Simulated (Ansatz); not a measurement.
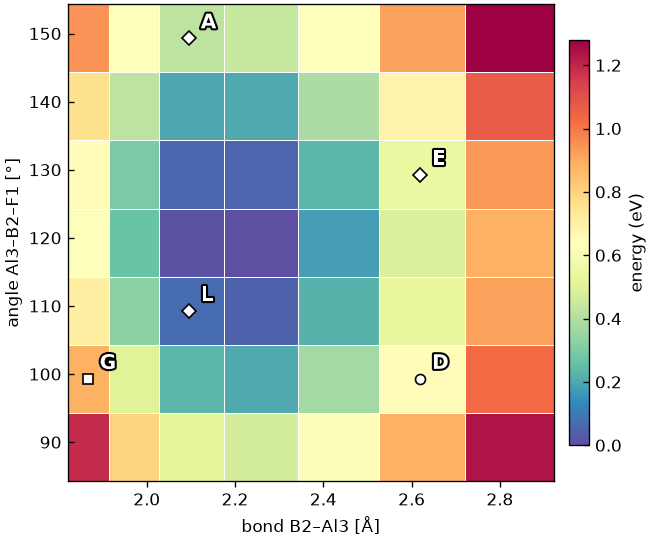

AlBClFH₂, SMILES F[BH][AlH][Cl]. Two internal coordinates are moved rigidly from the geometry relaxed at PBE0-D4/def2-TZVP, all others fixed. First axis: bond B2–Al3. Second axis: angle Al3–B2–F1. The scan uses a 7 × 7 grid. Points are written as (first, second). All energies are given in eV relative to the lowest grid point. Level of theory: RKS PBE-D4/def2-TZVPP (Ansatz 0.2.0).

In the figure: one coloured cell a grid point, lettered points.

> Rank the lettered points by energy, lowest first.

L (0.07 eV), A (0.42 eV), E (0.54 eV), D (0.66 eV), G (0.89 eV).

> What kind of point is each of D, E: minimum, saddle, maximum or slope?

D: on a slope; E: on a slope. (In these two coordinates alone; a stationary point may lie a little off the grid point.)
